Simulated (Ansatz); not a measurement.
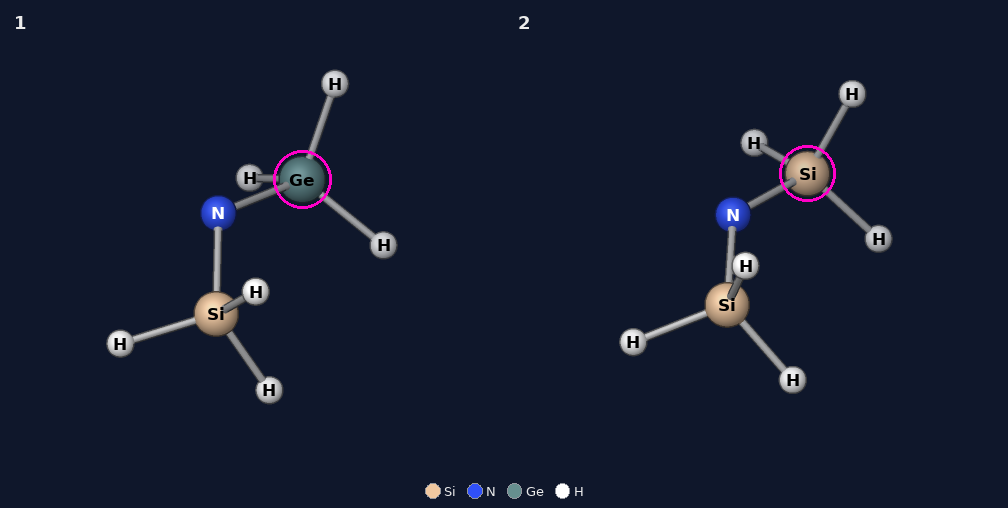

2 molecules with one skeleton, seen from the same side and at one scale; the atom that differs is circled. State: neutral, doublet. Computed geometries: PBE0-D4/def2-TZVP optimisations, one conformation each. Properties computed with Ansatz 0.2.0.

One atom differs, called X below: Ge in panel 1, Si in panel 2. Their formulas are GeH6NSi (`[SiH3][N][GeH3]`), H6NSi2 (`[SiH3][N][SiH3]`).

In which is the harmonic zero-point energy higher (PBE0-D4/def2-TZVP)?

Answer. In panel 2 (X = Si).

In which is the length of X–N larger (PBE0-D4/def2-TZVP)?

Answer. In panel 1 (X = Ge).

Give the values. With PBE0-D4/def2-TZVP: mean length of X–H (Å), length of X–N (Å), smallest angle N–X–H (°), largest angle N–X–H (°), dipole moment (D), harmonic zero-point energy (kJ/mol).

```json
{"quantity": "mean length of X–H (Å)", "1 (Ge)": "1.539", "2 (Si)": "1.489", "2 − 1": "−0.050"}
{"quantity": "length of X–N (Å)", "1 (Ge)": "1.846", "2 (Si)": "1.720", "2 − 1": "−0.126"}
{"quantity": "smallest angle N–X–H (°)", "1 (Ge)": "105.4", "2 (Si)": "105.5", "2 − 1": "+0.1"}
{"quantity": "largest angle N–X–H (°)", "1 (Ge)": "113.4", "2 (Si)": "115.3", "2 − 1": "+1.9"}
{"quantity": "dipole moment (D)", "1 (Ge)": "0.99", "2 (Si)": "0.59", "2 − 1": "−0.40"}
{"quantity": "harmonic zero-point energy (kJ/mol)", "1 (Ge)": "134.8", "2 (Si)": "139.1", "2 − 1": "+4.3"}
```
